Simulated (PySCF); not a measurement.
# [Er(H2O)2]3+: forces at shaken geometries

How stiff is [Er(H2O)2]3+? Its atoms are displaced at random by several amounts. The structure is generated, not taken from experiment.

The runs use PySCF 2.14.0; r2SCAN, Er lcecp-1-SVP with ECP57, O def2-SVP, H def2-SVP; scalar-relativistic core potentials, no spin–orbit coupling.

4 further runs of the same task are left out: 1 for a known fault of the program, 2 that didn't finish, 1 set aside as unsound or not needed.

## Step 1: Starting geometry

7 atoms, charge 3, spin multiplicity 1.

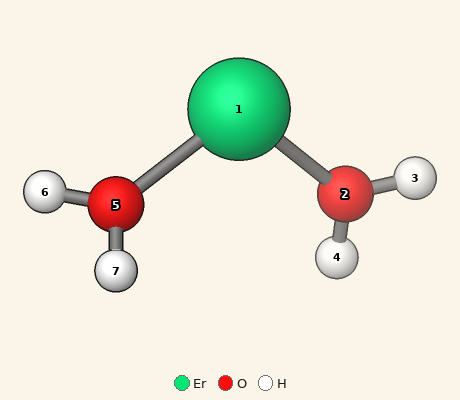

The geometry (erbium green, oxygen red, hydrogen white); atoms are numbered from 1 in the order of the file.

As a file:

```xyz
7

Er    1.0985    0.2422   -0.0103
O    -0.1566    0.0358    1.7669
H     0.0464    0.3161    2.7038
H    -1.0637   -0.3688    1.8544
O    -0.1699   -0.0722   -1.7642
H    -0.0037   -0.6589   -2.5549
H    -1.0395    0.3574   -1.9956
```

Formal oxidation states: Er +3. Each metal's 11 4f electrons lie in its core potential, so multiplicities, spins and levels count the valence alone. An earlier session relaxed this geometry at r2SCAN, Er lcecp-1-SVP with ECP57, O def2-SVP, H def2-SVP (singlet, point group C1).

Its energy there is -189.713049 Eh.

## Step 2: Atoms moved at random, σ = 0.15 Å

The input, run.py (the lines that set the calculation):

```python
mol = gto.M(atom='''
Er     0.84139     0.48525    -0.02566
O     -0.03188    -0.07317     1.49763
H      0.00558     0.45011     2.94186
H     -1.02211    -0.15749     1.88052
O     -0.00469    -0.04895    -1.79855
H      0.04948    -1.01601    -2.61083
H     -1.12625     0.21198    -1.88497''',
    basis={'Er': 'lcecp-1-SVP', 'O': 'def2-SVP', 'H': 'def2-SVP'},
    ecp={'Er': 'lcecp-1-SVP'},
    charge=3, spin=0)
mf = dft.RKS(mol, xc='R2SCAN')
mf.grids.atom_grid = (50, 194)  # f atoms: unpruned, at least (60, 302)
mf = mf.density_fit()  # fitting sets: Er AutoAux, O def2-universal-JKFIT, H def2-universal-JKFIT
mf.conv_tol = 1e-08; mf.max_cycle = 55
mf.kernel(dm0)  # dm0: the density of the relaxed state
```

Started as:

```
> OMP_NUM_THREADS=2 python run.py
```

The log of the run:

```text
init E= -188.484241582422
  HOMO = -1.19149439776454  LUMO = -0.948311706702199  gap/eV = 6.61734
cycle= 1 E= -189.365264562859  delta_E= -0.881  |g|= 0.88  |ddm|= 1.15
  HOMO = -0.766780721899603  LUMO = -0.656305494418183  gap/eV = 3.00618
cycle= 2 E= -188.557235374543  delta_E= 0.808  |g|= 2.11  |ddm|= 1.78
  HOMO = -0.907081316703351  LUMO = -0.712241048509778  gap/eV = 5.30187
cycle= 3 E= -189.523483685755  delta_E= -0.966  |g|= 0.122  |ddm|= 1.35
  HOMO = -0.926307759388802  LUMO = -0.726739975526929  gap/eV = 5.43052
cycle= 4 E= -189.524114487951  delta_E= -0.000631  |g|= 0.13  |ddm|= 0.168
  HOMO = -0.910415802430769  LUMO = -0.732785388175028  gap/eV = 4.83357
cycle= 5 E= -189.527319610626  delta_E= -0.00321  |g|= 0.0195  |ddm|= 0.0839
  HOMO = -0.913536848292399  LUMO = -0.732999000712027  gap/eV = 4.91269
cycle= 6 E= -189.52739551245  delta_E= -7.59e-05  |g|= 0.00439  |ddm|= 0.0164
  HOMO = -0.913689241371902  LUMO = -0.733414321987365  gap/eV = 4.90553
cycle= 7 E= -189.527399407634  delta_E= -3.9e-06  |g|= 0.000757  |ddm|= 0.00299
  HOMO = -0.913762224713903  LUMO = -0.73357069423772  gap/eV = 4.90326
cycle= 8 E= -189.527399538202  delta_E= -1.31e-07  |g|= 0.000118  |ddm|= 0.000763
  HOMO = -0.913779629597467  LUMO = -0.733575698206899  gap/eV = 4.90360
cycle= 9 E= -189.52739954147  delta_E= -3.27e-09  |g|= 2.85e-05  |ddm|= 0.000158
  HOMO = -0.913777574084566  LUMO = -0.733578889774634  gap/eV = 4.90346
Extra cycle  E= -189.527399541376  delta_E= 9.44e-11  |g|= 3.72e-05  |ddm|= 6.69e-05
converged SCF energy = -189.527399541376
```

Wall time 6.5 s (2 threads of Intel Xeon Platinum 8175M at 2.50GHz (Skylake/Cascade Lake), shared host).

It gives: E = -189.527400 Eh (+5.052 eV from the relaxed state), HOMO -24.87 eV, LUMO -19.96 eV, Mulliken charge on Er1 +1.90 e, largest force component 11.157 eV/Å. 

```
atom      Fx      Fy  Fz (eV/Å)
 Er1   5.614   2.692     -4.751
  O2  -6.458   0.291     11.157
  H3   0.776  -1.336     -3.023
  H4   1.549  -0.905     -1.563
  O5  -5.263  -3.479     -4.161
  H6  -0.066   3.678      2.695
  H7   3.847  -0.942     -0.355
```

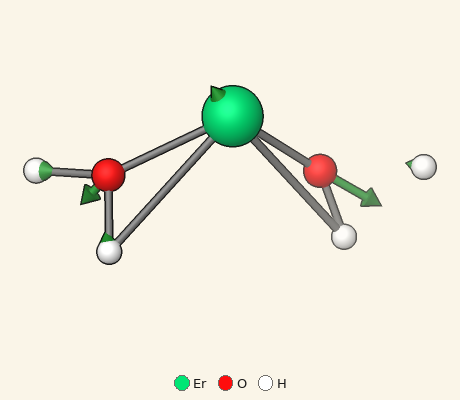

Forces as arrows, the longest for the largest force.

## Step 3: Atoms moved at random, σ = 0.03 Å

The input, run.py (the lines that set the calculation):

```python
mol = gto.M(atom='''
Er     1.11951     0.23048    -0.02382
O     -0.13159     0.00041     1.81382
H      0.02507     0.35981     2.65766
H     -1.07833    -0.39567     1.87860
O     -0.19039    -0.12042    -1.74310
H      0.00986    -0.61807    -2.57001
H     -1.04260     0.39517    -2.01314''',
    basis={'Er': 'lcecp-1-SVP', 'O': 'def2-SVP', 'H': 'def2-SVP'},
    ecp={'Er': 'lcecp-1-SVP'},
    charge=3, spin=0)
mf = dft.RKS(mol, xc='R2SCAN')
mf.grids.atom_grid = (50, 194)  # f atoms: unpruned, at least (60, 302)
mf = mf.density_fit()  # fitting sets: Er AutoAux, O def2-universal-JKFIT, H def2-universal-JKFIT
mf.conv_tol = 1e-08; mf.max_cycle = 55
mf.kernel(dm0)  # dm0: the density of the relaxed state
```

Started as:

```
> OMP_NUM_THREADS=2 python run.py
```

The log of the run:

```text
init E= -189.685900593782
  HOMO = -0.928880420053263  LUMO = -0.707432467255739  gap/eV = 6.02591
cycle= 1 E= -189.705137570404  delta_E= -0.0192  |g|= 0.0529  |ddm|= 0.226
  HOMO = -0.924012231998851  LUMO = -0.705561573141828  gap/eV = 5.94435
cycle= 2 E= -189.704729828234  delta_E= 0.000408  |g|= 0.0695  |ddm|= 0.0832
  HOMO = -0.925900632126932  LUMO = -0.70443127508251  gap/eV = 6.02649
cycle= 3 E= -189.70563262055  delta_E= -0.000903  |g|= 0.0177  |ddm|= 0.0547
  HOMO = -0.925939958606013  LUMO = -0.704366258336553  gap/eV = 6.02933
cycle= 4 E= -189.705690412585  delta_E= -5.78e-05  |g|= 0.000648  |ddm|= 0.0111
  HOMO = -0.925980800798249  LUMO = -0.704430199639981  gap/eV = 6.02870
cycle= 5 E= -189.70569049994  delta_E= -8.74e-08  |g|= 0.000239  |ddm|= 0.00072
  HOMO = -0.925938082895817  LUMO = -0.70442606630508  gap/eV = 6.02765
cycle= 6 E= -189.705690507442  delta_E= -7.5e-09  |g|= 0.000141  |ddm|= 0.000223
  HOMO = -0.925961810702296  LUMO = -0.704421851148478  gap/eV = 6.02841
cycle= 7 E= -189.705690511443  delta_E= -4e-09  |g|= 9.88e-06  |ddm|= 0.000106
  HOMO = -0.925957955871444  LUMO = -0.704422498990121  gap/eV = 6.02829
Extra cycle  E= -189.705690511414  delta_E= 2.99e-11  |g|= 1.62e-05  |ddm|= 1.89e-05
converged SCF energy = -189.705690511414
```

It took 5.7 s on 2 threads of Intel Xeon Platinum 8175M at 2.50GHz (Skylake/Cascade Lake), shared host.

Result: E = -189.705691 Eh (+0.200 eV from the relaxed state), HOMO -25.20 eV, LUMO -19.17 eV, Mulliken charge on Er1 +2.21 e, largest force component 3.700 eV/Å. 

```
atom      Fx      Fy  Fz (eV/Å)
 Er1  -0.278  -0.186      0.422
  O2  -1.563  -1.516     -3.700
  H3   0.579   1.206      3.233
  H4   1.199   0.402      0.060
  O5  -0.937   1.276     -0.023
  H6   0.062  -0.440     -0.393
  H7   0.939  -0.742      0.401
```

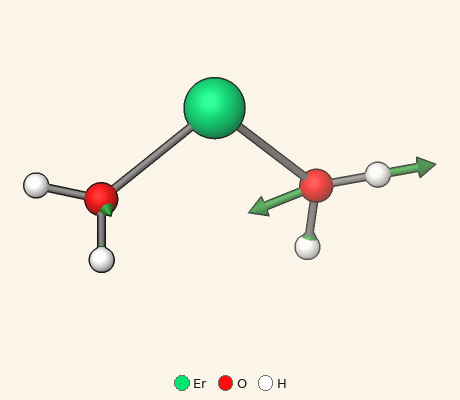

Forces as arrows, the longest for the largest force.

## Step 4: Atoms moved at random, σ = 0.15 Å

The input, run.py (the lines that set the calculation):

```python
mol = gto.M(atom='''
Er     1.09747     0.29856    -0.08647
O     -0.32478    -0.05954     1.80741
H      0.13961     0.31246     2.56717
H     -1.17845    -0.35403     1.80124
O      0.08676    -0.04934    -1.74920
H     -0.08554    -0.73133    -2.50884
H     -1.02355     0.43493    -1.83130''',
    basis={'Er': 'lcecp-1-SVP', 'O': 'def2-SVP', 'H': 'def2-SVP'},
    ecp={'Er': 'lcecp-1-SVP'},
    charge=3, spin=0)
mf = dft.RKS(mol, xc='R2SCAN')
mf.grids.atom_grid = (50, 194)  # f atoms: unpruned, at least (60, 302)
mf = mf.density_fit()  # fitting sets: Er AutoAux, O def2-universal-JKFIT, H def2-universal-JKFIT
mf.conv_tol = 1e-08; mf.max_cycle = 55
mf.kernel(dm0)  # dm0: the density of the relaxed state
```

Started as:

```
> OMP_NUM_THREADS=2 python run.py
```

The log of the run:

```text
init E= -189.408397759993
  HOMO = -0.949979993924831  LUMO = -0.755202740513397  gap/eV = 5.30016
cycle= 1 E= -189.630466985627  delta_E= -0.222  |g|= 0.279  |ddm|= 0.609
  HOMO = -0.890196546245739  LUMO = -0.698610108578189  gap/eV = 5.21333
cycle= 2 E= -189.581877427194  delta_E= 0.0486  |g|= 0.57  |ddm|= 0.504
  HOMO = -0.895939849679753  LUMO = -0.69633652607873  gap/eV = 5.43148
cycle= 3 E= -189.645858763361  delta_E= -0.064  |g|= 0.0303  |ddm|= 0.357
  HOMO = -0.898634528979681  LUMO = -0.69902096912296  gap/eV = 5.43176
cycle= 4 E= -189.646053629604  delta_E= -0.000195  |g|= 0.00578  |ddm|= 0.0306
  HOMO = -0.897310111661074  LUMO = -0.699462836231139  gap/eV = 5.38370
cycle= 5 E= -189.646056677649  delta_E= -3.05e-06  |g|= 0.00439  |ddm|= 0.00724
  HOMO = -0.89807782891527  LUMO = -0.699359110228228  gap/eV = 5.40741
cycle= 6 E= -189.646060622656  delta_E= -3.95e-06  |g|= 0.000613  |ddm|= 0.00344
  HOMO = -0.898048237720161  LUMO = -0.699323669769858  gap/eV = 5.40757
cycle= 7 E= -189.646060697938  delta_E= -7.53e-08  |g|= 8.74e-05  |ddm|= 0.000511
  HOMO = -0.898045042557317  LUMO = -0.699337795846827  gap/eV = 5.40710
cycle= 8 E= -189.646060699616  delta_E= -1.68e-09  |g|= 1.69e-05  |ddm|= 8.65e-05
  HOMO = -0.898046125542738  LUMO = -0.699333681507414  gap/eV = 5.40724
Extra cycle  E= -189.646060699623  delta_E= -7.73e-12  |g|= 1.6e-05  |ddm|= 3.42e-05
converged SCF energy = -189.646060699623
```

Run time: 6 s. Hardware: 2 threads of Intel Xeon Platinum 8175M at 2.50GHz (Skylake/Cascade Lake), shared host.

It gives: E = -189.646061 Eh (+1.823 eV from the relaxed state), HOMO -24.44 eV, LUMO -19.03 eV, Mulliken charge on Er1 +2.12 e, largest force component 6.680 eV/Å. 

```
atom      Fx      Fy  Fz (eV/Å)
 Er1   1.309   0.211      3.397
  O2   6.680   1.938     -3.780
  H3  -1.093  -0.143      1.721
  H4  -4.781  -1.466      1.324
  O5  -6.622   0.203     -3.224
  H6   0.810   0.631      0.564
  H7   3.697  -1.375     -0.001
```

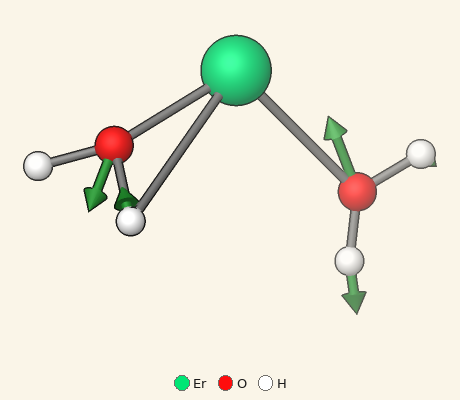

Forces as arrows, the longest for the largest force.

## Step 5: Results

| σ (Å) | energy rise (eV) | harmonic estimate −½ F·u (eV) | largest force component (eV/Å) |
| --- | --- | --- | --- |
| 0.15 | 5.052 | 4.083 | 11.16 |
| 0.03 | 0.200 | 0.198 | 3.70 |
| 0.15 | 1.823 | 1.733 | 6.68 |

Every displacement raises the energy. For a harmonic well the rise equals −½ F·u; the two differ by at most 19 % here (a move with σ = 0.15 Å), from anharmonicity, the grid and the small forces left at the relaxed point. The bases are small and lack diffuse functions. Spin–orbit coupling is left out.
